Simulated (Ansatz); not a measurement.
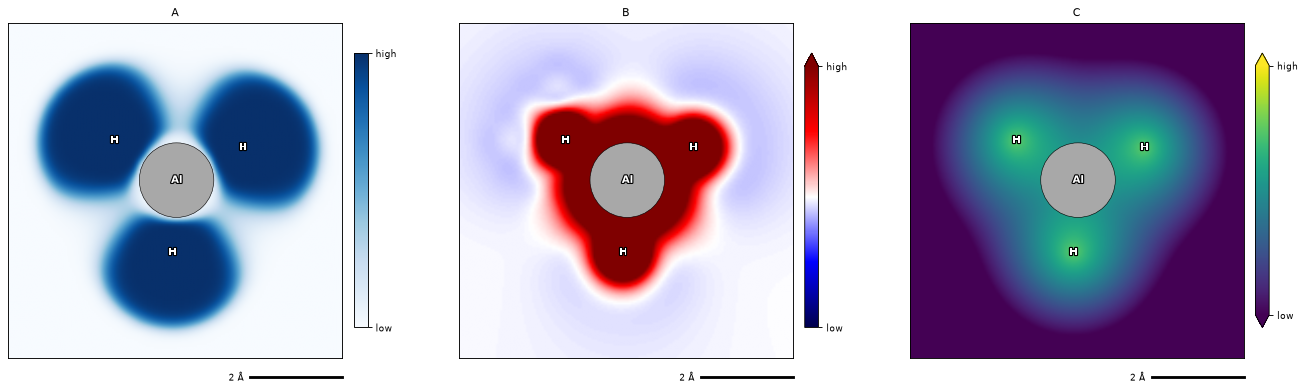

AlH3···NH3: 3 fields on the plane of atoms H2, Al1 and H3, with unlabelled colour scales. Grey discs cover the atomic cores.

Not at a stationary point (largest force 0.8 eV/Å).

All numbers below come from Ansatz 0.2.0, RKS PBE-D4/6-31G*.

Q: Match the panels to the quantities (electron density, electron localisation function and electrostatic potential).

A: Panel A: electron localisation function. Panel B: electrostatic potential (strongly positive close to the atoms and fading to about zero outside). Panel C: electron density. From the grid: Al–H (1.58 Å): the density is about 0.51 e/Å³ at the midpoint; the ELF climbs to about 1 towards the hydrogen.
